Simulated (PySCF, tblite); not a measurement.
# C4H4Cl2FS radical: geometry, infrared bands and EPR parameters

Wanted: the infrared bands and EPR parameters of C4H4Cl2FS radical (`F[C@@](Cl)(CCl)C[C]=S`), by calculation.

Programs: tblite 0.8.0 and PySCF 2.14.0, with density-fitted response routines of our own. Each step states its level of theory. These are calculated values for one molecule in the gas phase, unless marked as measured. Atoms are numbered from 0 throughout.

### 1 Starting geometry

12 atoms, charge 0, multiplicity 2; geometry from: force field or distance geometry start.

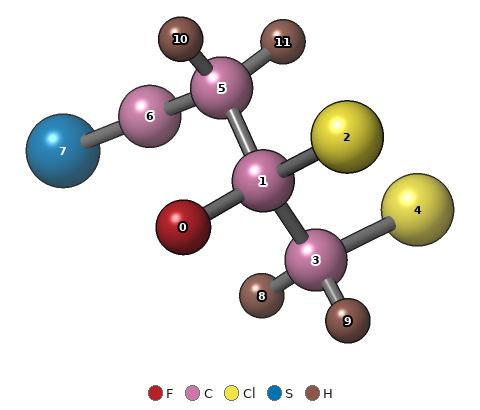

As it starts; fluorine red, carbon pink, chlorine yellow, sulfur blue, hydrogen brown, atoms numbered; sticks join atoms by distance.

### 2 Optimising the geometry with GFN2-xTB

The job: settings as JSON, then the geometry in Å.

```
{"job": {"kind": "relax", "xc": "GFN2-xTB", "basis": "xTB"}, "charge": 0, "multiplicity": 2}
F      0.226500     0.937000    -1.564000
C     -0.354500     0.642400    -0.364600
Cl    -1.450700     1.995400     0.044600
C     -1.147900    -0.651300    -0.540600
Cl    -1.874200    -1.277200     0.981900
C      0.760300     0.591900     0.690100
C      1.732700    -0.478600     0.422400
S      2.914200    -1.799900     0.110200
H     -0.506400    -1.455000    -0.937200
H     -1.959900    -0.517600    -1.253100
H      1.307800     1.542900     0.679900
H      0.353300     0.469200     1.704400
```

Launch:

```bash
> OMP_NUM_THREADS=1 python probes_run.py task.json out
```

One launch serves the whole session: the jobs run in the order shown.

Log:

```text
step      E/eV     max force
  0    -749.47698    6.516
  1    -750.25677    3.511
  2    -750.32499    6.201
  3    -750.50690    0.896
  4    -750.53450    0.564
  5    -750.55554    0.487
  6    -750.56288    0.304
  7    -750.57021    0.145
  8    -750.57222    0.126
  9    -750.57470    0.120
 10    -750.57699    0.159
 11    -750.58166    0.229
 12    -750.59165    0.404
 13    -750.57465    1.471
 14    -750.61196    0.435
 15    -750.62697    0.416
 16    -750.57425    2.072
 17    -750.67631    0.405
 18    -750.69109    0.323
 19    -750.70490    0.591
 20    -750.71420    0.329
 21    -750.72872    0.268
 22    -750.74180    0.303
 23    -750.75158    0.319
 24    -750.76052    0.354
 25    -750.77122    0.380
 26    -750.78337    0.316
 27    -750.79185    0.308
 28    -750.80035    0.232
 29    -750.80701    0.218
 30    -750.81115    0.170
 31    -750.81339    0.138
 32    -750.81457    0.075
 33    -750.81521    0.070
 34    -750.81580    0.105
 35    -750.81649    0.125
 36    -750.81714    0.093
 37    -750.81761    0.054
 38    -750.81794    0.057
 39    -750.81829    0.065
 40    -750.81868    0.068
 41    -750.81895    0.038
 42    -750.81910    0.037
 43    -750.81922    0.041
 44    -750.81934    0.032
 45    -750.81944    0.025
 46    -750.81949    0.020
 47    -750.81951    0.014
 48    -750.81953    0.012
 49    -750.81954    0.009
```

It took 0.41 s on 1 thread of Arm Neoverse V1, shared host.

Step by step: (not every step is listed)

| step | energy from step 0 (eV) | largest force (eV/Å) |
| --- | --- | --- |
| 0 | 0.0000 | 6.5159 |
| 1 | -0.7798 | 3.5109 |
| 2 | -0.8480 | 6.2006 |
| 3 | -1.0299 | 0.8957 |
| 4 | -1.0575 | 0.5644 |
| 5 | -1.0786 | 0.4873 |
| 6 | -1.0859 | 0.3037 |
| 7 | -1.0932 | 0.1452 |
| 8 | -1.0952 | 0.1262 |
| 11 | -1.1047 | 0.2287 |
| 14 | -1.1350 | 0.4350 |
| 17 | -1.1993 | 0.4047 |
| 20 | -1.2372 | 0.3288 |
| 23 | -1.2746 | 0.3195 |
| 26 | -1.3064 | 0.3161 |
| 29 | -1.3300 | 0.2183 |
| 32 | -1.3376 | 0.0749 |
| 35 | -1.3395 | 0.1254 |
| 38 | -1.3410 | 0.0571 |
| 41 | -1.3420 | 0.0378 |
| 44 | -1.3424 | 0.0320 |
| 45 | -1.3425 | 0.0255 |
| 46 | -1.3425 | 0.0195 |
| 47 | -1.3425 | 0.0143 |
| 48 | -1.3425 | 0.0124 |
| 49 | -1.3426 | 0.0095 |

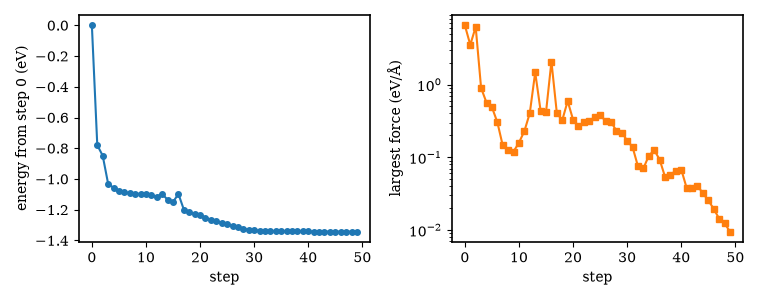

Energy and force, step by step.

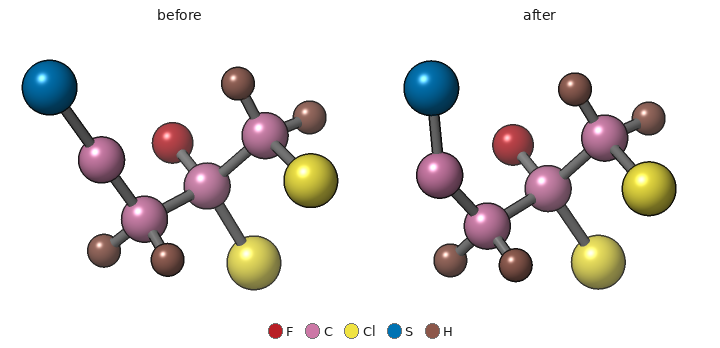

The geometry before (left) and after (right).

Distances of close pairs at the start and the end, largest changes first:

```
  bond  before (Å)  after (Å)  change (Å)
 C6–S7       1.800      1.570      -0.230
C3–Cl4       1.799      1.772      -0.028
 C5–C6       1.471      1.451      -0.020
C1–Cl2       1.789      1.800      +0.011
 C3–H8       1.102      1.092      -0.010
 C1–C5       1.535      1.542      +0.007
 C1–C3       1.528      1.522      -0.005
C5–H11       1.100      1.095      -0.005
```

The final coordinates are the input of the step that follows.

### 3 Harmonic vibrations with GFN2-xTB

The job: settings as JSON, then the geometry in Å.

```
{"job": {"kind": "ir", "xc": "GFN2-xTB", "basis": "xTB"}, "charge": 0, "multiplicity": 2}
F      0.315486     0.878765    -1.563290
C     -0.278650     0.595752    -0.364685
Cl    -1.432952     1.936938    -0.033707
C     -1.045933    -0.708806    -0.528956
Cl    -1.772627    -1.203508     1.009263
C      0.793815     0.591217     0.743423
C      1.835532    -0.412950     0.631216
S      2.227705    -1.638636    -0.267740
H     -0.362290    -1.496059    -0.854716
H     -1.844179    -0.584861    -1.261778
H      1.271193     1.577528     0.755854
H      0.294099     0.463934     1.709089
```

Log:

```text
mode    cm-1     km/mol
  1      31.9      0.45
  2      72.0      1.11
  3     119.4      0.74
  4     138.2      1.82
  5     180.6      8.34
  6     221.2      8.85
  7     285.4      3.39
  8     334.1     12.91
  9     372.4      7.80
 10     413.1      7.61
 11     465.6      5.25
 12     671.4      6.08
 13     758.7     22.56
 14     797.3      1.91
 15     823.6     11.99
 16     863.3     28.11
 17     939.4     38.10
 18    1022.5     73.64
 19    1080.8      8.83
 20    1142.5     22.31
 21    1171.1     23.98
 22    1233.1      1.16
 23    1258.0     11.35
 24    1363.9     67.25
 25    1408.9     33.47
 26    1416.5     55.15
 27    2935.5      0.04
 28    2953.0      3.37
 29    2958.6      1.50
 30    2986.0      2.13
```

Run time: 0.49 s. Hardware: 1 thread of Arm Neoverse V1, shared host.

Which atoms move in the most intense modes:

| cm⁻¹ | km/mol | atoms |
| --- | --- | --- |
| 759 | 22.6 | C3 50 %, Cl4 13 %, C5 11 % |
| 863 | 28.1 | C5 37 %, S7 19 %, C6 17 %, H11 11 % |
| 939 | 38.1 | H8 27 %, H9 24 %, C3 24 %, C1 21 % |
| 1022 | 73.6 | C1 43 %, F0 16 %, H10 15 %, H11 13 % |
| 1171 | 24.0 | C1 35 %, H11 29 %, H10 14 %, H9 12 % |
| 1364 | 67.2 | H10 40 %, H11 39 %, C5 11 % |
| 1409 | 33.5 | H9 30 %, H8 29 %, C6 23 % |
| 1416 | 55.1 | C6 45 %, H8 16 %, H9 16 % |

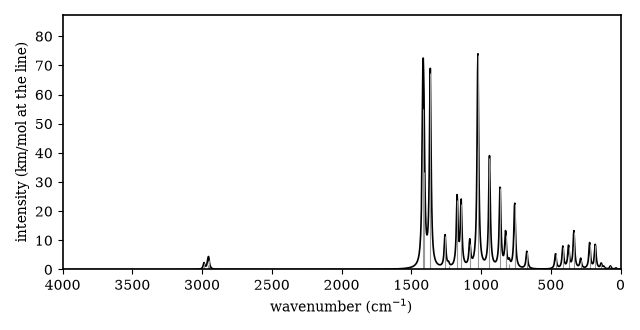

The infrared spectrum from these modes, unscaled. Lines are broadened to a width of 14 cm⁻¹ (Lorentzian).

### 4 EPR parameters: B3LYP/pcH-1

Same as in step 3 but for these lines:

```diff
@@ -1,2 +1,2 @@
-{"job": {"kind": "ir", "xc": "GFN2-xTB", "basis": "xTB"}, "charge": 0, "multiplicity": 2}
+{"job": {"kind": "epr", "basis": "pcH-1"}, "charge": 0, "multiplicity": 2}
 F      0.315486     0.878765    -1.563290
```

Method: UKS B3LYP, pcH-1 on C Cl F H S, non-relativistic, mean-field spin-orbit, GIAO.

Log:

```text
UKS, coarse grid
  cycle   1  E = -1573.13166897  |g| = 4.80e-01
  cycle   2  E = -1572.99539964  |g| = 7.79e-01
  cycle   3  E = -1573.20903758  |g| = 9.61e-02
  cycle   4  E = -1573.20853074  |g| = 9.58e-02
  cycle   5  E = -1573.21337605  |g| = 2.26e-02
  cycle   6  E = -1573.21363172  |g| = 4.46e-03
  cycle   7  E = -1573.21364534  |g| = 1.93e-03
  cycle   8  E = -1573.21365082  |g| = 8.32e-04
UKS, final grid
  cycle   1  E = -1573.21369508  |g| = 7.81e-04
  cycle   2  E = -1573.21369514  |g| = 1.24e-03
  cycle   3  E = -1573.21369589  |g| = 3.68e-04
  cycle   4  E = -1573.21369604  |g| = 2.37e-04
  cycle   5  E = -1573.21369621  |g| = 1.06e-04
  cycle   6  E = -1573.21369622  |g| = 2.67e-05
  cycle   7  E = -1573.21369622  |g| = 1.44e-05
E = -1573.21369622 Eh   <S^2> = 0.7548 (exact 0.7500)
g shifts (ppm)      1          2          3
  rmc          -198       -198       -198
  gc             45          2        -43
  oz_so      -31988       -462       6119
  total      -32141       -657       5879
hyperfine (MHz)  atom isotope    a_iso     a_fc   dipolar eigenvalues
    0   19F      -2.14      -2.14     -5.60     -2.42      8.03
    1   13C      71.27      71.27     -4.96     -4.67      9.63
    2  35Cl       5.86       5.86     -4.08     -3.66      7.74
    3   13C       2.99       2.99     -0.84     -0.49      1.32
    4  35Cl      -0.05      -0.05     -0.22     -0.04      0.26
    5   13C      49.12      49.12     -5.12     -4.68      9.80
    6   13C     282.40     282.40    -57.00    -49.98    106.98
    7   33S      13.01      13.01    -39.92    -33.61     73.52
    8    1H      -1.58      -1.58     -3.85     -0.41      4.26
    9    1H       2.15       2.15     -1.16     -0.71      1.87
   10    1H      14.79      14.79     -6.23     -4.21     10.43
   11    1H       7.59       7.59     -6.08     -4.06     10.13
```

It took 83 s on 1 thread of Arm Neoverse V1, shared host; peak memory 0.97 GiB.

Principal g values 1.97018, 2.00166, 2.00820; g(iso) = 1.99335, against 2.00232 for a free electron. They are not to be trusted: the run shows nearly degenerate orbitals, where second-order g theory doesn't apply.

Hyperfine couplings, nucleus by nucleus at this fixed geometry (no averaging over rotations):

| nuclei | isotope | a(iso) (MHz) | a(iso) (G, at g = 2.0023) | largest dipolar term (MHz) |
| --- | --- | --- | --- | --- |
| C6 | 13C | 282.4 | 100.8 | 107.0 |
| C1 | 13C | 71.3 | 25.4 | 9.6 |
| C5 | 13C | 49.1 | 17.5 | 9.8 |
| H10 | 1H | 14.8 | 5.3 | 10.4 |
| S7 | 33S | 13.0 | 4.6 | 73.5 |
| H11 | 1H | 7.6 | 2.7 | 10.1 |
| Cl2 | 35Cl | 5.9 | 2.1 | 7.7 |
| C3 | 13C | 3.0 | 1.1 | 1.3 |
| H9 | 1H | 2.1 | 0.8 | 1.9 |
| F0 | 19F | -2.1 | -0.8 | 8.0 |
| H8 | 1H | -1.6 | -0.6 | 4.3 |
| Cl4 | 35Cl | -0.1 | 0.0 | 0.3 |

Mulliken spin populations:

```csv
atom,value (e)
F0,0.00
C1,0.04
Cl2,0.02
C3,0.00
Cl4,0.00
C5,-0.02
C6,0.63
S7,0.32
H8,0.01
H9,0.00
H10,0.00
H11,0.00
```

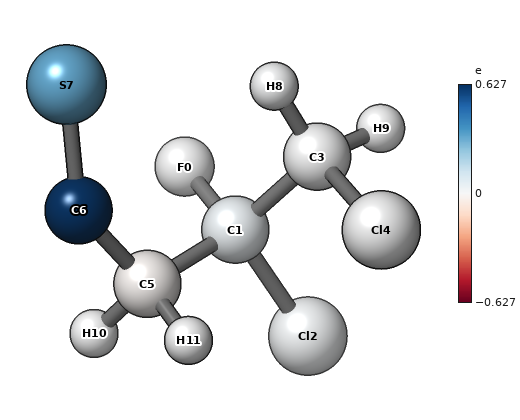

Mulliken spin populations, as colours on the atoms.

Orbitals, density, ELF and potential are computed afterwards from the orbital file.

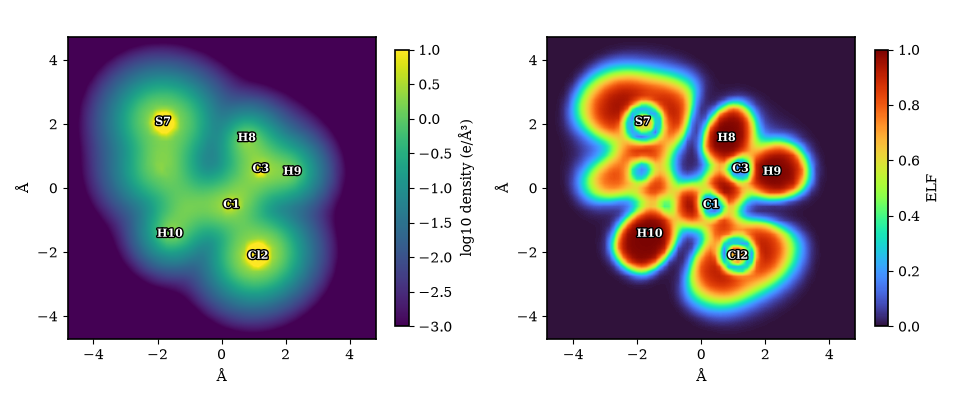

Density (left) and ELF (right) in a plane through or near 7 of the atoms.

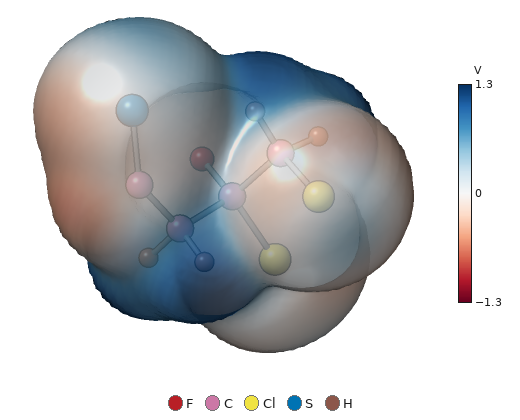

The potential that a unit positive charge feels on the 0.002 e/bohr³ surface, from -0.55 V near C6 to 1.30 V near H10.

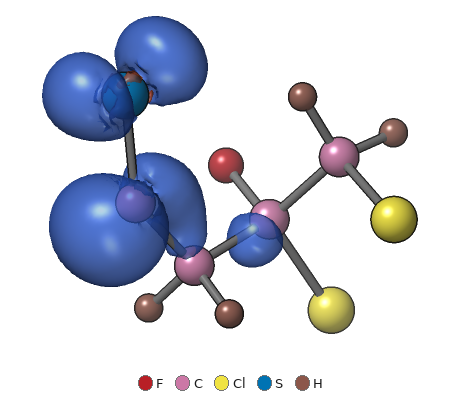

Spin density at ±0.04 e/Å³ (alpha excess blue, beta excess red).

### 5 What came out

| quantity | value |
| --- | --- |
| strongest single infrared mode (GFN2-xTB) | 1022 cm⁻¹, 74 km/mol |
| zero-point energy (GFN2-xTB) | 43.5 kcal/mol |
| g(iso) (B3LYP) | 1.99335 |
| ⟨S²⟩ | 0.755 (exact 0.75) |
| largest a(iso) | 13C on C6, 282.4 MHz |
| potential on the surface of density 0.002 e/bohr³, 1st and 99th percentile | -0.55 V and 1.30 V |
| property runs in this session | 1, of which 0 failed and 1 gave unsound results |

What this shows: Over 49 steps the energy fell by 1.343 eV; of the close pairs, C6–S7 changed most, 1.800 to 1.570 Å. No mode is imaginary among the 30: a minimum at this level. The strongest single mode, at 1022 cm⁻¹, has its largest shares on C1, F0, H10 and H11 (the list is cut at 4 atoms). Unscaled tight-binding wavenumbers are off by several per cent, some by more. Its intensities can rank the bands wrongly. C6 carries the largest spin population, 0.63 e. The isotropic g lies 9.0 ppt below the free-electron value. These values are not to be trusted: the run shows nearly degenerate orbitals, where second-order g theory doesn't apply. These values are for one conformer; the search (at its own cheap level) found 2 more, at 1.43, 2.20 kcal/mol, and measured spectra average over such forms.
